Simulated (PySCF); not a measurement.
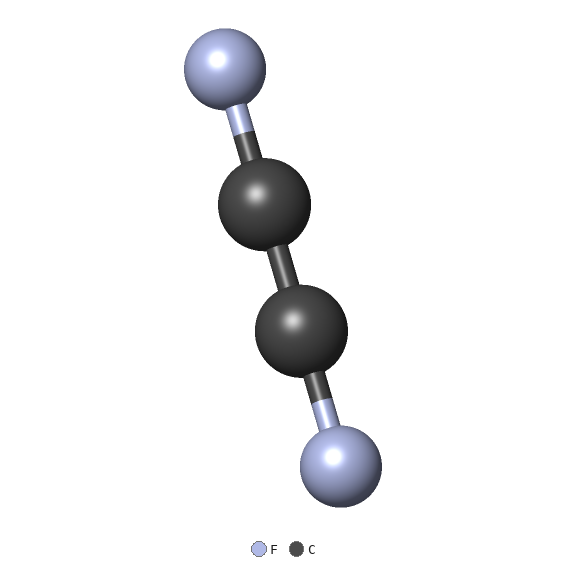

The geometry was computed by an optimisation with PBE0-D3(BJ)/def2-SVP. No frequency run is at hand to confirm it as a minimum. Program: PySCF 2.14.0.

Tabulate HOMO–LUMO gap (eV), HOMO energy (eV) at these levels: B97-2/pcJ-1; KT2/pcJ-1; LDA/pcJ-1; PBE/pcJ-1; PBE0/IGLO-III; PBE0/aug-cc-pVDZ; PBE0/cc-pVDZ; PBE0/cc-pVTZ; PBE0/pcJ-1; PBE0/pcSseg-0; PBE0/pcSseg-3.

```json
{"level": "B97-2/pcJ-1", "HOMO–LUMO gap (eV)": "8.93", "HOMO energy (eV)": "−8.02"}
{"level": "KT2/pcJ-1", "HOMO–LUMO gap (eV)": "6.23", "HOMO energy (eV)": "−6.84"}
{"level": "LDA/pcJ-1", "HOMO–LUMO gap (eV)": "6.58", "HOMO energy (eV)": "−7.04"}
{"level": "PBE/pcJ-1", "HOMO–LUMO gap (eV)": "6.53", "HOMO energy (eV)": "−6.78"}
{"level": "PBE0/IGLO-III", "HOMO–LUMO gap (eV)": "8.70", "HOMO energy (eV)": "−8.22"}
{"level": "PBE0/aug-cc-pVDZ", "HOMO–LUMO gap (eV)": "8.26", "HOMO energy (eV)": "−8.20"}
{"level": "PBE0/cc-pVDZ", "HOMO–LUMO gap (eV)": "9.39", "HOMO energy (eV)": "−7.96"}
{"level": "PBE0/cc-pVTZ", "HOMO–LUMO gap (eV)": "9.15", "HOMO energy (eV)": "−8.13"}
{"level": "PBE0/pcJ-1", "HOMO–LUMO gap (eV)": "9.35", "HOMO energy (eV)": "−8.29"}
{"level": "PBE0/pcSseg-0", "HOMO–LUMO gap (eV)": "9.55", "HOMO energy (eV)": "−8.49"}
{"level": "PBE0/pcSseg-3", "HOMO–LUMO gap (eV)": "8.54", "HOMO energy (eV)": "−8.21"}
```
